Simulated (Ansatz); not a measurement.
A computed series for MgO: pressure series

The reference is MgO in the rock salt structure (space group Fm-3m, No. 225; a = 4.2539 Å).

Cell and atoms are relaxed at each pressure.

Method: plane-wave PAW DFT at the PBE level (Ansatz, a program for electronic structure, 420 eV), scalar-relativistic without spin-orbit coupling.

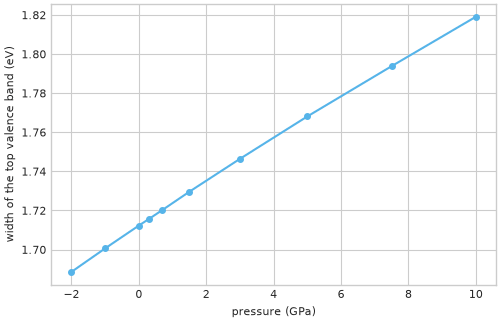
Width of the top valence band against pressure

Q: From the plot, what is the width of the top valence band for pressure 5 GPa?

A: About 1.77 eV.

Q: Is the trend monotonic over the range shown?

A: Yes, it rises throughout, spanning 1.69 eV to 1.82 eV.

The levels and masses belong to the bands next to the band gap. Load acts through the strain it causes; cell and atoms are relaxed under it. No phonon test of stability was made. Competing high-pressure phases were not computed. The base started in P3_121 and relaxed to Fm-3m at this level.
